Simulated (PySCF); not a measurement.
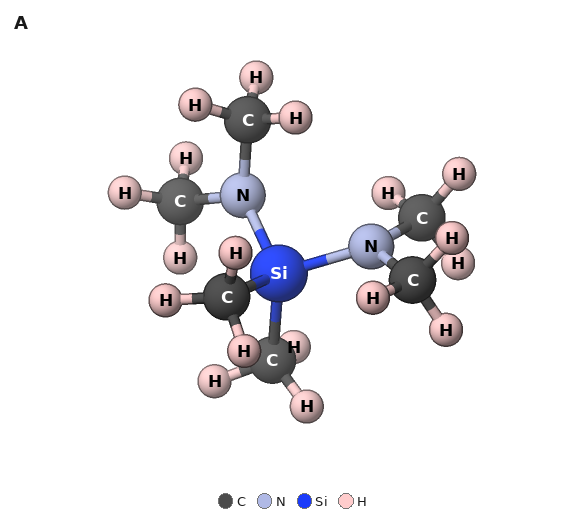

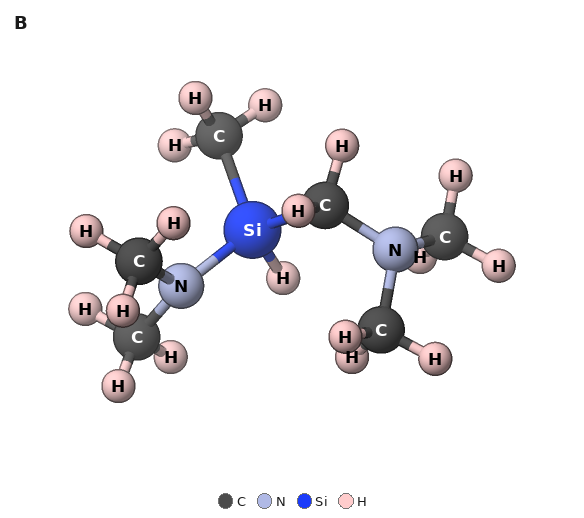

2 stationary structures of one formula. Geometries: GFN2-xTB. Electronic energies: PBE0/pcSseg-1 (PySCF 2.14.0), without zero-point energy. No frequency run is at hand to confirm each as a minimum. Each is one conformer, not always the lowest.

How are they related?

Answer. They are constitutional isomers of C6H18N2Si: A `CN(C)[Si](C)(C)N(C)C`, B `CN(C)C[Si@H](C)N(C)C`.

Rank them by energy, lowest first.

Answer. A is lowest; B lies 138.1 kJ/mol above it.

The geometry is semi-empirical. Around Si such bond lengths and angles can be off by a tenth of an ångström or more and by several degrees, and values that hang on the shape move with them.
